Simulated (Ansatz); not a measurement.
## Cu: response to strain

Start from Cu in the fcc (Cu type) structure (space group Fm-3m, No. 225; a = 3.5768 Å; relaxed with 0.1 eV smearing). Axes: x, y, z lie along the cube axes.

Strains are applied to the cell and any free atomic positions relax; under biaxial strain the out-of-plane vector relaxes too.

The values are results of Kohn–Sham DFT with the r2SCAN functional, run in Ansatz (a first-principles code) with PAW and 500 eV plane waves, scalar-relativistic without spin-orbit coupling, not measurements.

Notes on the quantities. energy relative to the base: free energy F.

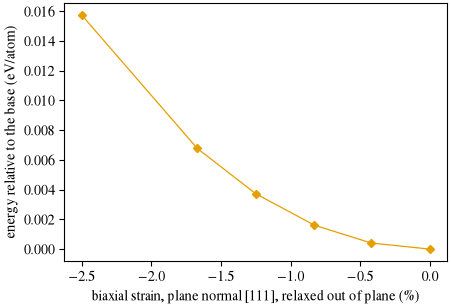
Energy relative to the base against biaxial strain, plane normal [111], relaxed out of plane

| biaxial strain, plane normal [111], relaxed out of plane (%) | energy relative to the base |
|---|---|
| -2.5 | +16 meV/atom |
| -1.67 | +6.8 meV/atom |
| -1.25 | +3.7 meV/atom |
| -0.83 | +1.6 meV/atom |
| -0.42 | +0.4 meV/atom |

Whether these cells are dynamically stable was not tested. All final runs are without spin polarisation.
